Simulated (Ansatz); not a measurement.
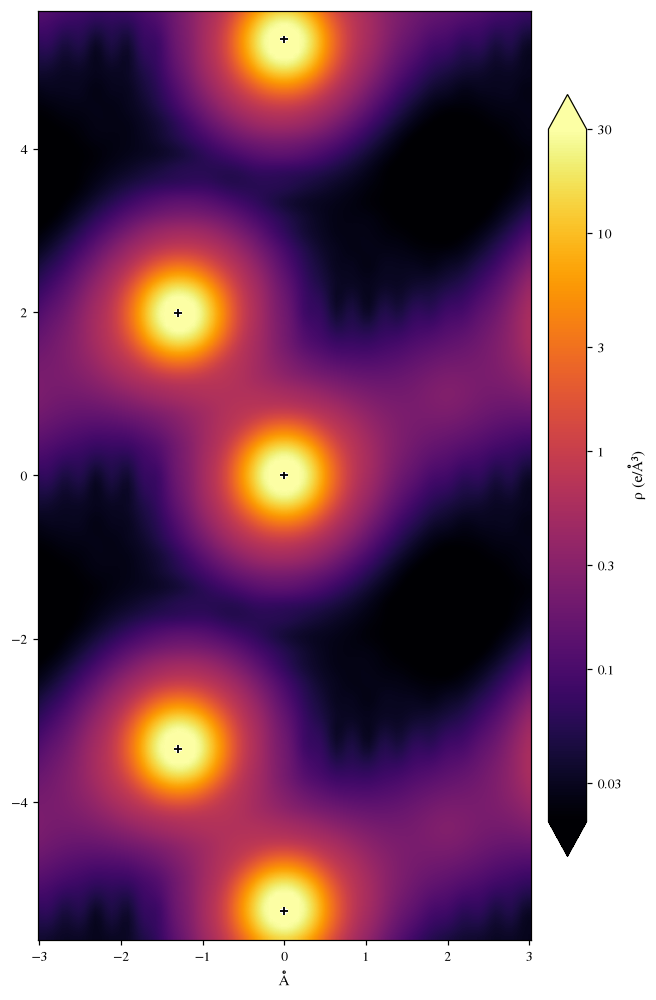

The valence electron density on a plane through atoms (crosses mark nuclei in the plane).

Level of theory: DFT PBE, scalar-relativistic, plane waves, PAW in Ansatz 0.2.0.

Candidates:
A. Al₃N, a = 3.03 Å, b = 3.03 Å, c = 43.01 Å, α = 90.00°, β = 90.00°, γ = 120.00°. Space group R3m; a generated structure, not necessarily the stable one; changed on purpose from its base cell (the structure that the rattled cell fell into).
B. GaSe₄, a = 5.34 Å, b = 5.34 Å, c = 9.74 Å, α = 90.00°, β = 90.00°, γ = 90.00°. Space group P-42₁c; a structure from a database of computed crystals, not necessarily the ambient phase; a generated structure, not necessarily the stable one.
C. Zn₂O₅, a = 3.17 Å, b = 3.17 Å, c = 8.76 Å, α = 90.00°, β = 90.00°, γ = 120.00°. Space group P-3m1; a generated structure, not necessarily the stable one.

Q: Which system is this?

A: Candidate B: GaSe₄ on the (001) plane of the conventional cell, which holds Se. Se–Se (2.38 Å): the density is about 0.65 e/Å³ at the midpoint.
